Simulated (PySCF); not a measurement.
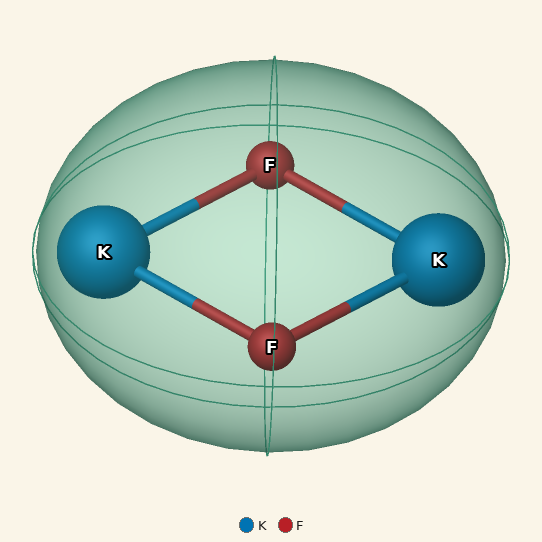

The ellipsoid shows the static dipole polarisability: its half-axes are proportional to the principal values. The computed structure is the end point of a PBE0-D3(BJ)/def2-SVP optimisation. No frequency run is at hand to confirm it as a minimum. Computed with B3LYP/def2-SVPD (PySCF 2.14.0).

How large and how anisotropic is the polarisability?

Answer. Principal values 26.7, 30.7, 33.6 bohr³; mean 30.3 bohr³ (4.50 Å³); anisotropy 6.0 bohr³, so the longest axis is 1.26 times the shortest.
